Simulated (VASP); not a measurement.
Band structure of GeW$_{3}$ (relaxed from the D03 structure, space group Fm-3m). Level of theory: r2SCAN meta-GGA, VASP's PBE PAW potentials (set 64) (plane waves; VASP).

Unless said otherwise, spin-orbit coupling is left out, though it shifts the bands of the heavy elements here.

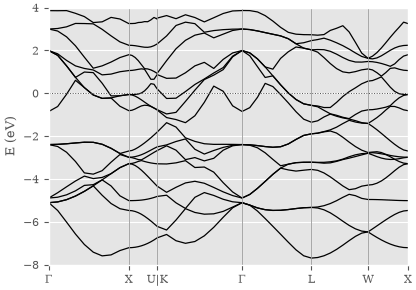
Figure: Bands along high-symmetry lines, zero at the valence-band maximum or, without a gap, the Fermi level

Problem. Read the plot: is there a gap, and where are the band edges?

Solution. It has no gap at this level: it comes out as a metal or semimetal.

The structure was generated: GeW3 was put into the D03 type (Fm-3m), which need not be its known phase. It was relaxed first, which changed the volume by -22 %.
